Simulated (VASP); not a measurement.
Band structure of Pb4Se3S (space group P4/mmm). All values below come from LDA (Ceperley-Alder, Perdew-Zunger), VASP's LDA PAW potentials (set 64) (plane waves; VASP).

Unless said otherwise, spin-orbit coupling is left out, though it shifts the bands of the heavy elements here.

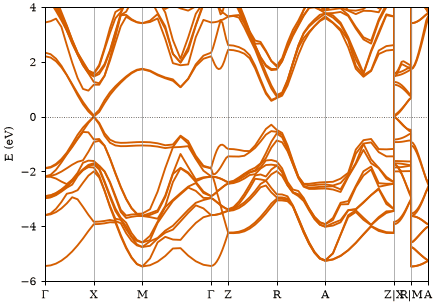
Figure: Bands along high-symmetry lines, zero at the valence-band maximum or, without a gap, the Fermi level

### Question
Read the plot: is there a gap, and where are the band edges?

### Answer
It has no gap at this level: it comes out as a metal or semimetal. (Edges off the drawn lines would not show.)

The structure comes from a computed database's Pb4Se3S entry (P4/mmm); how it stands against other phases isn't given here. It was relaxed first, which changed the volume by -7 %.
